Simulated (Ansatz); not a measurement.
# C2H7Ga (SMILES [CH3][GaH][CH3]): a chain of runs

We compute a series of 14 runs (HF/STO-3G, UHF/STO-3G, HF/3-21G, UHF/3-21G, HF/6-31G*, B3LYP/6-31G*, MP2/6-31G*) of C2H7Ga. 

The results are computed with Ansatz 0.2.0.

## (1) Starting point

The species is C2H7Ga (10 atoms), meant as a singlet with charge 0. As SMILES, `[CH3][GaH][CH3]`. Geometry: relaxed at PBE0-D4/def2-TZVP. The run starts from this shape.

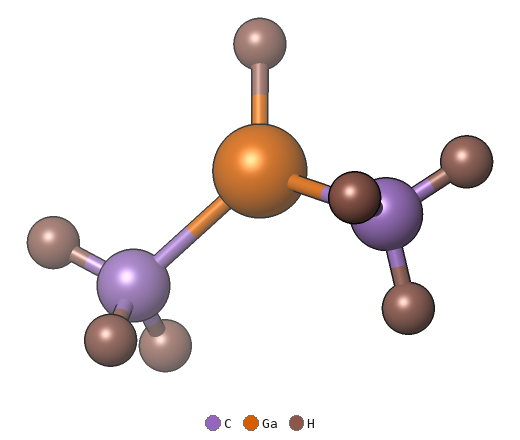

The structure, seen from a chosen angle (carbon purple, gallium orange, hydrogen brown).

## (2) A structure relaxation at HF/STO-3G (start density atoms) (run 1)

The input, run.yaml:

```yaml
crystal:
  periodic: [false, false, false]
  atoms:
    - symbol: C
      position_ang: [-1.063400, 1.142800, -0.711800]
    - symbol: Ga
      position_ang: [0.649000, 0.266100, -0.281300]
    - symbol: C
      position_ang: [0.681500, -1.321500, 0.886900]
    - symbol: H
      position_ang: [-1.533700, 0.614200, -1.548200]
    - symbol: H
      position_ang: [-0.935400, 2.183800, -1.011500]
    - symbol: H
      position_ang: [-1.759700, 1.095200, 0.128600]
    - symbol: H
      position_ang: [1.997300, 0.836500, -0.872600]
    - symbol: H
      position_ang: [0.687700, -0.994000, 1.932300]
    - symbol: H
      position_ang: [1.569300, -1.935900, 0.730500]
    - symbol: H
      position_ang: [-0.209600, -1.938300, 0.750100]
basis:
  gaussian:
    orbitals: STO-3G
total_charge: 0
hamiltonian:
  xc: hf
relax:
  f_tol: 0.002
output: {orbitals: {seedname: orbitals}}
```

Started as:

```
$ ansatz run run.yaml --threads 1 --pin off --max-ram 3480MiB --events-out events.jsonl --progress --plain --runs-dir runs
```

What it wrote, shortened:

```text
Warning: RAYON_NUM_THREADS=1 ignored (pool sized by the plan → 1); use --threads N
[...]
Functional definition: HF
  name "HF"
[...]
436 factors; integrals over basis functions are off by at most 2.2e-5 eV
[...]
mean field -53871.96647989 eV, -1979.7582524057 hartree, gradient 1.3e-5 eV, S^2 0.000000; 0 other end points of the search recorded, 0 dependent functions left out
[...]
reference -53871.96647989 eV, -1979.7582524057 hartree; 25, 25 occupied and 10, 10 virtual orbitals, 436 factors
relax step   1: F+E_penalty+E_count = -53871.96647989 eV  Δ(F+E_penalty+E_count) = +0.000e0 eV  max|allowed force component| = 2.565e0 eV/Å  Δτ_max = 0.0000 Å  (109 SCF iters, accepted)
[...]
relax step  14: F+E_penalty+E_count = -53872.84042097 eV  Δ(F+E_penalty+E_count) = -5.186e-5 eV  max|allowed force component| = 3.111e-2 eV/Å  Δτ_max = 0.0188 Å  (30 SCF iters, accepted)
[...]
relax step  27: F+E_penalty+E_count = -53872.84400939 eV  Δ(F+E_penalty+E_count) = -2.494e-3 eV  max|allowed force component| = 2.761e-1 eV/Å  Δτ_max = 0.1915 Å  (39 SCF iters, accepted)
[...]
relax step  40: F+E_penalty+E_count = -53872.85590474 eV  Δ(F+E_penalty+E_count) = -4.703e-4 eV  max|allowed force component| = 4.620e-3 eV/Å  Δτ_max = 0.0250 Å  (31 SCF iters, accepted)
[...]
relax step  53: F+E_penalty+E_count = -53872.85676244 eV  Δ(F+E_penalty+E_count) = -5.896e-6 eV  max|allowed force component| = 1.948e-3 eV/Å  Δτ_max = 0.0084 Å  (32 SCF iters, accepted)
[...]
relax step  55: F+E_penalty+E_count = -53872.85676442 eV  Δ(F+E_penalty+E_count) = -1.984e-6 eV  max|allowed force component| = 1.785e-3 eV/Å  Δτ_max = 0.0056 Å  (32 SCF iters, accepted)
438 factors; integrals over basis functions are off by at most 1.9e-5 eV
mean field -53872.85676442 eV, -1979.7909697586 hartree, gradient 2.7e-5 eV, S^2 0.000000; 1 other end points of the search recorded, 0 dependent functions left out
[...]
reference -53872.85676442 eV, -1979.7909697586 hartree; 25, 25 occupied and 10, 10 virtual orbitals, 438 factors
Total energy: -53872.85676442 eV, -1979.7909697586 hartree
Atom 0 at    -0.923728     1.002221    -0.700172 Å, force     0.000254    -0.000765    -0.000915 eV/Å
Atom 1 at     0.691186     0.485093    -0.217295 Å, force     0.000470     0.001786     0.000621 eV/Å
Atom 2 at     0.588113    -1.150493     0.744556 Å, force     0.000186    -0.000638     0.000500 eV/Å
Atom 3 at    -1.405934     0.239716    -1.301769 Å, force    -0.000207     0.000203     0.000090 eV/Å
Atom 4 at    -1.013006     1.923730    -1.255143 Å, force    -0.000008    -0.000014     0.000065 eV/Å
Atom 5 at    -1.567840     1.107550     0.165727 Å, force     0.000204    -0.000046     0.000294 eV/Å
Atom 6 at     1.947822     0.857163    -0.301858 Å, force    -0.000462    -0.000432    -0.000303 eV/Å
Atom 7 at     1.004706    -1.047947     1.739663 Å, force    -0.000111    -0.000015    -0.000350 eV/Å
Atom 8 at     1.174195    -1.926358     0.266309 Å, force    -0.000230     0.000120     0.000007 eV/Å
Atom 9 at    -0.412514    -1.541776     0.862983 Å, force    -0.000094    -0.000199    -0.000008 eV/Å
Dipole moment:    -0.048242     0.023226    -0.019162 e Å
```

Wall time 42 s (1 thread of Arm Neoverse V1, shared host); peak memory 0.091 GiB.

Steps, from the record of the run:

| step | energy from the first frame kept (eV) | largest force (eV/Å) |
| --- | --- | --- |
| 1 | 0.0000 | 3.0041 |
| 4 | -0.8704 | 0.0779 |
| 7 | -0.8734 | 0.0219 |
| 10 | -0.8737 | 0.0316 |
| 13 | -0.8739 | 0.0403 |
| 16 | -0.8740 | 0.0091 |
| 19 | -0.8740 | 0.0286 |
| 22 | -0.8743 | 0.0395 |
| 25 | -0.8748 | 0.0559 |
| 28 | -0.8718 | 0.2805 |
| 31 | -0.8871 | 0.0408 |
| 34 | -0.8883 | 0.0235 |
| 37 | -0.8886 | 0.0075 |
| 40 | -0.8894 | 0.0055 |
| 43 | -0.8899 | 0.0461 |
| 46 | -0.8896 | 0.1433 |
| 49 | -0.8902 | 0.0086 |
| 52 | -0.8903 | 0.0046 |
| 55 | -0.8903 | 0.0019 |

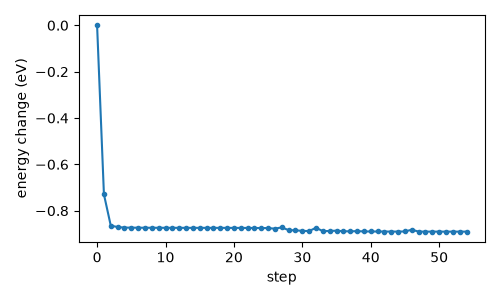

Energy along the run.

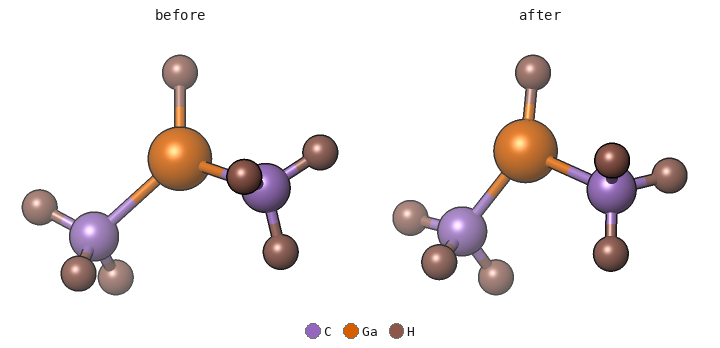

Before and after, at one scale.

After the run. Bond lengths: C1–Ga2 1.763 Å, Ga2–C3 1.900 Å, C1–H4 1.084 Å, C1–H5 1.079 Å, C1–H6 1.084 Å, Ga2–H7 1.313 Å, C3–H8 1.084 Å, C3–H9 1.084 Å, C3–H10 1.081 Å. Some angles: C1–Ga2–C3 110.0°, C1–Ga2–H7 140.9°, C3–Ga2–H7 109.2°, Ga2–C1–H4 110.7°, Ga2–C1–H5 117.8°, Ga2–C1–H6 110.7°, Ga2–C3–H8 111.3°, Ga2–C3–H9 111.3°, Ga2–C3–H10 114.7°, H4–C1–H5 106.2°.

## (3) The harmonic vibrations at HF/STO-3G (start density atoms) (run 2)

The input, input.yaml:

```yaml
crystal:
  periodic: [false, false, false]
  atoms:
    - {symbol: C, position_ang: [-0.923728, 1.002221, -0.700172]}
    - {symbol: Ga, position_ang: [0.691186, 0.485093, -0.217295]}
    - {symbol: C, position_ang: [0.588113, -1.150493, 0.744556]}
    - {symbol: H, position_ang: [-1.405934, 0.239716, -1.301769]}
    - {symbol: H, position_ang: [-1.013006, 1.923730, -1.255143]}
    - {symbol: H, position_ang: [-1.567840, 1.107550, 0.165727]}
    - {symbol: H, position_ang: [1.947822, 0.857163, -0.301858]}
    - {symbol: H, position_ang: [1.004706, -1.047947, 1.739663]}
    - {symbol: H, position_ang: [1.174195, -1.926358, 0.266309]}
    - {symbol: H, position_ang: [-0.412514, -1.541776, 0.862983]}
basis:
  gaussian: {orbitals: STO-3G}
phonons: {temperatures: {t_min: 298.15, t_max: 298.15, t_step: 1}}
hamiltonian: {xc: hf}
```

Started as:

```
$ ansatz run input.yaml --threads 1 --pin off --max-ram 3480MiB --events-out events.jsonl --progress --plain --runs-dir runs
```

What it wrote, shortened:

```text
Warning: RAYON_NUM_THREADS=1 ignored (pool sized by the plan → 1); use --threads N
Functional definition: HF
  name "HF"
[...]
440 factors; integrals over basis functions are off by at most 2.3e-5 eV
[...]
mean field -53872.85682449 eV, -1979.7909719662 hartree, gradient 2.0e-5 eV, S^2 0.000000; 0 other end points of the search recorded, 0 dependent functions left out
[...]
reference -53872.85682449 eV, -1979.7909719662 hartree; 25, 25 occupied and 10, 10 virtual orbitals, 440 factors
[...]
440 factors; integrals over basis functions are off by at most 2.3e-5 eV
[...]
mean field -53872.85668151 eV, -1979.7909667118 hartree, gradient 1.8e-6 eV, S^2 0.000000; 0 other end points of the search recorded, 0 dependent functions left out
[...]
reference -53872.85668151 eV, -1979.7909667118 hartree; 25, 25 occupied and 10, 10 virtual orbitals, 440 factors
[...]
Atom 2 at     0.588113    -1.150493     0.744556 Å, force     0.000152    -0.000593     0.000449 eV/Å
Atom 3 at    -1.405934     0.239716    -1.301769 Å, force    -0.000231     0.000185     0.000082 eV/Å
Atom 4 at    -1.013006     1.923730    -1.255143 Å, force    -0.000007    -0.000038     0.000078 eV/Å
Atom 5 at    -1.567840     1.107550     0.165727 Å, force     0.000193    -0.000050     0.000299 eV/Å
Atom 6 at     1.947822     0.857163    -0.301858 Å, force    -0.000436    -0.000438    -0.000304 eV/Å
Atom 7 at     1.004706    -1.047947     1.739663 Å, force    -0.000109    -0.000013    -0.000332 eV/Å
Atom 8 at     1.174195    -1.926358     0.266309 Å, force    -0.000224     0.000108    -0.000001 eV/Å
Atom 9 at    -0.412514    -1.541776     0.862983 Å, force    -0.000108    -0.000177    -0.000013 eV/Å
Dipole moment:    -0.048241     0.023226    -0.019162 e Å
Vibrations: 51.32 91.41 187.30 380.04 497.48 551.38 629.50 811.37 919.43 965.98 1039.26 1647.77 1672.70 1844.14 1859.01 1862.71 1866.18 2094.41 3535.07 3543.94 3673.97 3701.27 3726.55 3733.13 cm⁻¹, zero-point energy 2.534567 eV
```

Run time: 34 s. Hardware: 1 thread of Arm Neoverse V1, shared host; peak memory 0.082 GiB.

Run 3 isn't shown in full; the table further down has it.

## (4) The doublet cation: a geometry optimisation at UHF/STO-3G (start density atoms) (run 4)

Changes to input.yaml since step 3:

```diff
@@ -15,3 +15,5 @@
   gaussian: {orbitals: STO-3G}
-phonons: {temperatures: {t_min: 298.15, t_max: 298.15, t_step: 1}}
+magnetization: {spin_polarized: true, initial_magnetization: 1}
+total_charge: 1
 hamiltonian: {xc: hf}
+relax: {}
```

Started as:

```
$ ansatz run input.yaml --threads 1 --pin off --max-ram 3480MiB --events-out events.jsonl --progress --plain --runs-dir runs
```

What it wrote, shortened:

```text
Warning: RAYON_NUM_THREADS=1 ignored (pool sized by the plan → 1); use --threads N
[...]
Functional definition: HF
  name "HF"
[...]
440 factors; integrals over basis functions are off by at most 2.3e-5 eV
[...]
mean field -53868.64256039 eV, -1979.6361006170 hartree, gradient 1.2e-5 eV, S^2 0.753387; 3 other end points of the search recorded, 0 dependent functions left out
[...]
reference -53868.64256039 eV, -1979.6361006170 hartree; 25, 24 occupied and 10, 11 virtual orbitals, 440 factors
relax step   1: F+E_penalty+E_count = -53868.64256039 eV  Δ(F+E_penalty+E_count) = +0.000e0 eV  max|allowed force component| = 5.228e0 eV/Å  Δτ_max = 0.0000 Å  (220 SCF iters, accepted)
[...]
relax step   7: F+E_penalty+E_count = -53869.85095168 eV  Δ(F+E_penalty+E_count) = -2.511e-5 eV  max|allowed force component| = 1.311e-2 eV/Å  Δτ_max = 0.0032 Å  (81 SCF iters, accepted)
[...]
Total energy: -53869.85097040 eV, -1979.6805088657 hartree
Atom 0 at    -1.076244     1.133238    -0.795308 Å, force    -0.000320    -0.000557     0.000059 eV/Å
Atom 1 at     0.593323     0.327982    -0.133833 Å, force    -0.000178     0.000044     0.000176 eV/Å
Atom 2 at     0.684015    -1.356860     0.878072 Å, force    -0.000225     0.000131    -0.000265 eV/Å
Atom 3 at    -1.575694     0.435611    -1.461700 Å, force    -0.000111     0.000124     0.000148 eV/Å
Atom 4 at    -0.882604     2.059028    -1.321914 Å, force     0.000195     0.000355    -0.000151 eV/Å
Atom 5 at    -1.742359     1.325116     0.041130 Å, force    -0.000069    -0.000147    -0.000086 eV/Å
Atom 6 at     1.924134     1.046761    -0.415656 Å, force     0.000450    -0.000068     0.000051 eV/Å
Atom 7 at     1.143875    -1.171525     1.844882 Å, force     0.000012    -0.000254    -0.000348 eV/Å
Atom 8 at     1.313226    -2.063838     0.344449 Å, force    -0.000156     0.000168     0.000431 eV/Å
Atom 9 at    -0.298672    -1.786616     1.022878 Å, force     0.000401     0.000204    -0.000015 eV/Å
Dipole moment:     0.037936     0.017801    -0.006435 e Å
```

Wall time 12 s (1 thread of Arm Neoverse V1, shared host); peak memory 0.099 GiB.

Step by step:

| step | energy from the first frame kept (eV) | largest force (eV/Å) |
| --- | --- | --- |
| 1 | 0.0000 | 5.7286 |
| 2 | -0.8882 | 2.3369 |
| 3 | -1.1739 | 0.6584 |
| 4 | -1.2039 | 0.1300 |
| 5 | -1.2079 | 0.0689 |
| 6 | -1.2084 | 0.0334 |
| 7 | -1.2084 | 0.0151 |
| 8 | -1.2084 | 0.0006 |

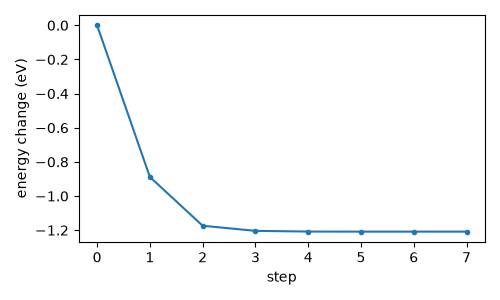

Energy along the run.

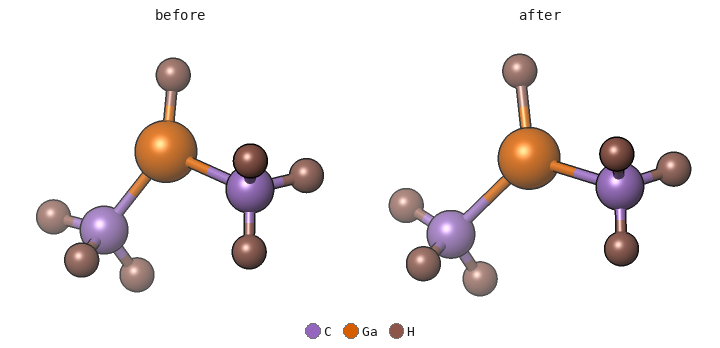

Before and after, at one scale.

After the run. Bond lengths: C1–Ga2 1.968 Å, Ga2–C3 1.967 Å, C1–H4 1.086 Å, C1–H5 1.083 Å, C1–H6 1.086 Å, Ga2–H7 1.539 Å, C3–H8 1.087 Å, C3–H9 1.086 Å, C3–H10 1.082 Å. Some angles: C1–Ga2–C3 124.2°, C1–Ga2–H7 118.8°, C3–Ga2–H7 117.0°, Ga2–C1–H4 109.5°, Ga2–C1–H5 111.2°, Ga2–C1–H6 109.5°, Ga2–C3–H8 109.3°, Ga2–C3–H9 109.3°, Ga2–C3–H10 111.5°, H4–C1–H5 109.5°.

Runs 5 to 13 aren't shown in full; the table further down has their settings and results.

## (5) The harmonic vibrations at MP2/6-31G(d) (Cartesian functions, start density atoms) (run 14)

The input, input.yaml:

```yaml
crystal:
  periodic: [false, false, false]
  atoms:
    - {symbol: C, position_ang: [-1.097798, 1.094502, -0.801877]}
    - {symbol: Ga, position_ang: [0.597202, 0.244169, -0.258364]}
    - {symbol: C, position_ang: [0.694210, -1.282132, 0.987625]}
    - {symbol: H, position_ang: [-1.215152, 1.029920, -1.888773]}
    - {symbol: H, position_ang: [-1.080404, 2.159472, -0.547820]}
    - {symbol: H, position_ang: [-1.971956, 0.639605, -0.331577]}
    - {symbol: H, position_ang: [1.951427, 0.816446, -0.854440]}
    - {symbol: H, position_ang: [1.304765, -1.015867, 1.856835]}
    - {symbol: H, position_ang: [1.187713, -2.130294, 0.501644]}
    - {symbol: H, position_ang: [-0.287008, -1.606921, 1.339746]}
basis:
  gaussian:
    orbitals: "6-31G*"
phonons:
  temperatures:
    t_min: 298.15
    t_max: 298.15
    t_step: 1
correlation:
  method: mp2
```

Started as:

```
$ ansatz run input.yaml --threads 1 --pin off --max-ram 3480MiB --events-out events.jsonl --progress --plain --runs-dir runs
```

What it wrote, shortened:

```text
Warning: RAYON_NUM_THREADS=1 ignored (pool sized by the plan → 1); use --threads N
Functional definition: HF
  name "HF"
[...]
913 factors; integrals over basis functions are off by at most 4.3e-4 eV
[...]
mean field -54497.91401209 eV, -2002.7613999314 hartree, gradient 3.8e-6 eV, S^2 0.000000; 0 other end points of the search recorded, 0 dependent functions left out
11 core orbitals not correlated: weight in the atoms' cores, before any rotation towards them, 1.000 or more for the frozen orbitals, at most 0.000 for the correlated occupied ones
reference -54497.91401209 eV, -2002.7613999314 hartree; 14, 14 occupied and 54, 54 virtual orbitals, 913 factors
second order -13.94716498 eV of doubles, -0.00000000 eV of singles
[...]
913 factors; integrals over basis functions are off by at most 4.3e-4 eV
[...]
Atom 3 at    -1.215152     1.029920    -1.888773 Å, force    -0.000065     0.000096     0.000005 eV/Å
Atom 4 at    -1.080404     2.159472    -0.547820 Å, force     0.000018     0.000001     0.000051 eV/Å
Atom 5 at    -1.971956     0.639605    -0.331577 Å, force    -0.000017    -0.000012    -0.000087 eV/Å
Atom 6 at     1.951427     0.816446    -0.854440 Å, force     0.000015     0.000008     0.000009 eV/Å
Atom 7 at     1.304765    -1.015867     1.856835 Å, force    -0.000002    -0.000021    -0.000011 eV/Å
Atom 8 at     1.187713    -2.130294     0.501644 Å, force    -0.000048     0.000038     0.000067 eV/Å
Atom 9 at    -0.287008    -1.606921     1.339746 Å, force     0.000060     0.000007     0.000053 eV/Å
Dipole moment:    -0.107013    -0.045272     0.047041 e Å
Vibrations: 35.01 36.28 158.73 407.58 554.58 564.46 600.17 634.41 781.05 820.50 824.36 1307.68 1312.98 1516.55 1523.02 1523.60 1527.14 1927.65 3099.52 3099.70 3183.73 3184.14 3213.40 3213.56 cm⁻¹, zero-point energy 2.172810 eV
Checks for a lower state left out: cluster_reference
```

Run time: 3.5 min. Hardware: 1 thread of Arm Neoverse V1, shared host; peak memory 0.17 GiB.

## (6) All runs side by side

| run | level | task | walk f tol | partner | energy (Eh) | dipole moment (D) | wall time |
| --- | --- | --- | --- | --- | --- | --- | --- |
| 1 | HF/STO-3G (start density atoms) | optimise | 0.002 | base | -1979.790970 | 0.27 | 42 s |
| 2 | HF/STO-3G (start density atoms) | frequencies | – | base | -1979.790972 | 0.27 | 34 s |
| 3 | UHF/STO-3G (start density atoms) | energy | – | cation | -1979.636094 | – | 1.2 s |
| 4 | UHF/STO-3G (start density atoms) | optimise | – | cation | -1979.680509 | – | 12 s |
| 5 | HF/3-21G (start density atoms) | optimise | 0.002 | base | -1993.239645 | 0.59 | 13 s |
| 6 | HF/3-21G (start density atoms) | frequencies | – | base | -1993.239645 | 0.59 | 35 s |
| 7 | UHF/3-21G (start density atoms) | energy | – | cation | -1992.901658 | – | 2.6 s |
| 8 | UHF/3-21G (start density atoms) | optimise | – | cation | -1992.945278 | – | 38 s |
| 9 | HF/6-31G* (Cartesian functions, start density atoms) | optimise | 0.002 | base | -2002.761871 | 0.54 | 84 s |
| 10 | HF/6-31G* (Cartesian functions, start density atoms) | frequencies | – | base | -2002.761871 | 0.54 | 1.8 min |
| 11 | B3LYP/6-31G* (Cartesian functions, start density atoms) | optimise | 0.002 | base | -2005.048159 | 0.67 | 2.2 min |
| 12 | B3LYP/6-31G* (Cartesian functions, start density atoms) | frequencies | – | base | -2005.048159 | 0.67 | 3 min |
| 13 | MP2/6-31G* (Cartesian functions, start density atoms) | optimise | 0.002 | base | -2003.273949 | 0.60 | 2.2 min |
| 14 | MP2/6-31G* (Cartesian functions, start density atoms) | frequencies | – | base | -2003.273949 | 0.60 | 3.5 min |

## (7) Outcome

| quantity | value |
| --- | --- |
| run 14, MP2/6-31G*: total energy | -2003.27395 Eh |
| run 14, MP2/6-31G*: dipole moment (correlated density) | 0.60 D |
| run 14, MP2/6-31G*: correlation energy (11 core orbitals frozen) | -512.5 mEh |
| run 14, MP2/6-31G*: largest force on an atom | 0.000 eV/Å |
| run 14, MP2/6-31G*: lowest harmonic wavenumber | 35 cm⁻¹ |
| run 14, MP2/6-31G*: highest harmonic wavenumber | 3214 cm⁻¹ |
| run 14, MP2/6-31G*: zero-point energy | 209.6 kJ/mol |
| vertical ionisation energy (to the doublet cation), HF/STO-3G | 4.214 eV |
| vertical ionisation energy (to the doublet cation), HF/3-21G | 9.197 eV |
| adiabatic ionisation energy (to the doublet cation, no zero-point term), HF/STO-3G | 3.006 eV |
| adiabatic ionisation energy (to the doublet cation, no zero-point term), HF/3-21G | 8.010 eV |

What this shows: At HF/STO-3G: the vertical ionisation energy comes to 4.21 eV (97 kcal/mol). In a minimal basis such a difference can be off by several eV, whatever the method. At HF/3-21G: the vertical ionisation energy comes to 9.20 eV (887 kJ/mol). At HF/STO-3G: the adiabatic ionisation energy (to the doublet cation, no zero-point term) is 3.01 eV (69 kcal/mol). At HF/3-21G: the adiabatic ionisation energy (to the doublet cation, no zero-point term) is 8.01 eV (185 kcal/mol). In runs 1, 2, 3, 4 the basis is minimal, so the values are rough. All runs together took 17 min, the longest 3.5 min.
